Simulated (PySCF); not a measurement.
**C3H8O2Si: NMR shielding calculation**

System: C3H8O2Si, SMILES [SiH3]OC1COC1.
Method: GIAO BP86/pcSseg-1 NMR shielding, non-relativistic, gas phase (PySCF 2.14.0).

The geometry comes from this level: PBE0-D3(BJ)/def2-SVP. Figures and captions count atoms from 1; the log counts them from 0 in places.

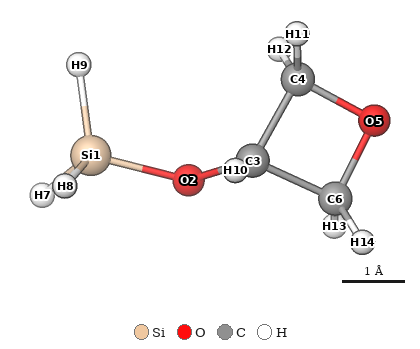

*The structure as given in the input (ball-and-stick view, seen at a tilt; atoms are numbered from 1 in the order of the input).*

Input:
```
{"job": {"kind": "nmr", "xc": "BP86", "basis": "pcSseg-1", "pop": false}, "charge": 0, "multiplicity": 1}
Si     2.304484     0.075482     0.411880
O      0.805350     0.166400    -0.318513
C     -0.388832     0.340338     0.374350
C     -1.153658    -0.915482     0.822621
O     -2.325523    -0.486374     0.138918
C     -1.620372     0.572592    -0.502394
H      3.306294     0.034415    -0.685006
H      2.522118     1.273107     1.282534
H      2.420115    -1.153196     1.257723
H     -0.282640     1.090540     1.180211
H     -1.320443    -1.056119     1.904339
H     -0.720967    -1.840280     0.396585
H     -1.403877     0.365272    -1.566395
H     -2.137182     1.542860    -0.414189
```

The first line tells a small driver script what to run in PySCF; the rest is the geometry in Å.

Run on 1 CPU thread, shared host.

Run as:
```bash
OMP_NUM_THREADS=1 python <driver script> task.json out
```

Log:
```
coarse grid: 12016 points
cycle   1  E = -558.8040700155  dE =  6.625e-01  |g| = 9.251e-01  |ddm| = 3.303e+00
cycle   2  E = -558.1499849591  dE =  6.541e-01  |g| = 2.036e+00  |ddm| = 3.001e+00
cycle   3  E = -558.9497805616  dE = -7.998e-01  |g| = 1.861e-01  |ddm| = 2.484e+00
cycle   4  E = -558.9542753804  dE = -4.495e-03  |g| = 1.306e-01  |ddm| = 2.860e-01
cycle   5  E = -558.9574960505  dE = -3.221e-03  |g| = 3.277e-02  |ddm| = 1.279e-01
cycle   6  E = -558.9576491602  dE = -1.531e-04  |g| = 1.435e-02  |ddm| = 2.712e-02
cycle   7  E = -558.9576930437  dE = -4.388e-05  |g| = 1.399e-03  |ddm| = 1.042e-02
cycle   8  E = -558.9576934450  dE = -4.014e-07  |g| = 3.293e-04  |ddm| = 1.683e-03
final grid: 110944 points
cycle   9  E = -559.0382998094  dE = -2.571e-05  |g| = 1.215e-02  |ddm| = 2.491e-02
cycle  10  E = -559.0382128720  dE =  8.694e-05  |g| = 2.529e-02  |ddm| = 2.285e-02
cycle  11  E = -559.0383238030  dE = -1.109e-04  |g| = 1.142e-03  |ddm| = 1.710e-02
cycle  12  E = -559.0383240773  dE = -2.743e-07  |g| = 5.137e-04  |ddm| = 1.552e-03
cycle  13  E = -559.0383241057  dE = -2.835e-08  |g| = 1.187e-04  |ddm| = 4.523e-04
cycle  14  E = -559.0383241081  dE = -2.365e-09  |g| = 3.609e-05  |ddm| = 1.232e-04
cycle  15  E = -559.0383241083  dE = -2.428e-10  |g| = 3.608e-06  |ddm| = 3.079e-05
```

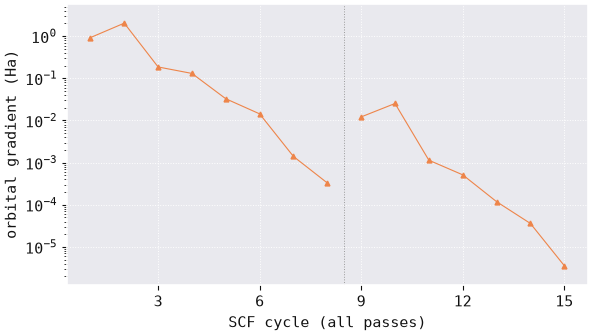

*Convergence of the self-consistent field: orbital gradient against the SCF cycle. The dotted line marks the change from a coarse to the final integration grid.*

The first 8 cycles use a coarse grid, the final grid takes over at cycle 9, and the field converges after 15 cycles in all.

```
converged SCF energy = -559.0383241083

GIAO shielding tensors (ppm)
atom      isotropic    diamagn.    paramagn.     s11        s22        s33       span
  0 Si     368.334     879.750    -511.415    312.677    333.726    458.600    145.924
  1 O      276.790     396.563    -119.772    235.047    294.469    300.855     65.808
  2 C      106.173     241.864    -135.691     77.222     98.810    142.486     65.264
  3 C       94.222     250.013    -155.790     67.736     74.850    140.081     72.345
  4 O      330.359     396.102     -65.743    265.400    347.449    378.227    112.827
  5 C       94.132     249.040    -154.908     65.796     74.236    142.364     76.568
  6 H       26.391      28.526      -2.136     23.281     24.701     31.190      7.909
  7 H       26.399      28.605      -2.206     23.496     24.648     31.052      7.556
  8 H       26.352      28.879      -2.527     23.065     24.940     31.051      7.986
  9 H       26.552      30.218      -3.665     22.429     26.064     31.164      8.735
 10 H       26.436      29.653      -3.218     23.677     25.744     29.887      6.210
 11 H       26.491      30.452      -3.961     23.262     26.597     29.616      6.354
 12 H       26.473      29.740      -3.266     23.592     26.349     29.479      5.887
 13 H       26.426      28.906      -2.479     23.906     25.267     30.106      6.200
```

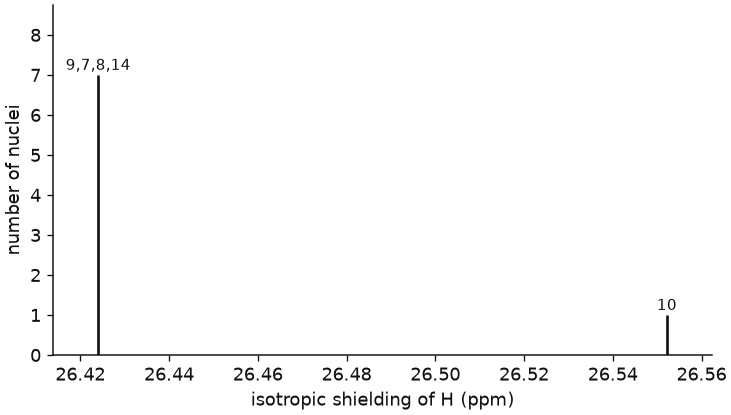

*Isotropic shieldings of the hydrogen nuclei in this fixed geometry, labelled by atom number; shielding grows to the right, so chemical shift grows to the left.*

The least shielded is H9 (26.4 ppm), the most shielded H10 (26.6 ppm).

Key numbers:

- outcome: converged
- total energy: −559.038324 hartree
- HOMO: −5.80 eV
- LUMO: −0.70 eV
- dipole moment: 1.85 D
- isotropic shielding, Si: 368.3 ppm
- isotropic shielding, O: 276.8 to 330.4 ppm
- isotropic shielding, C: 94.1 to 106.2 ppm
- isotropic shielding, H: 26.4 to 26.6 ppm
- wall time: 32 s
- peak memory: 0.78 GiB
